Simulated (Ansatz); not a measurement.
The reference is NaI in the rock salt structure (space group Fm-3m, No. 225; a = 6.402 Å).

One thing is altered: hydrostatic tension (pressure −1 GPa).

Computed with PBEsol/PAW in Ansatz (a first-principles code), no SOC.

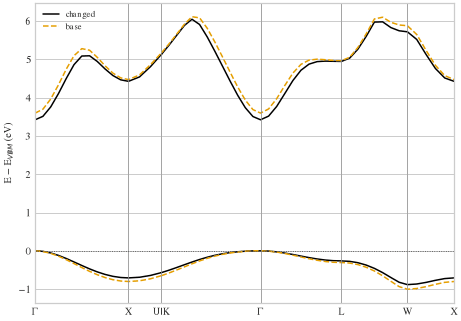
Highest valence and lowest conduction band along the path, each from its own valence-band maximum

Q: Read the changed gap and its character from the plot.

A: About 3.4 eV, direct at Γ.

With I present, leaving out spin-orbit coupling can change the band edges. Load acts through the strain it causes; cell and atoms are relaxed under it. No phonon test of stability was made.
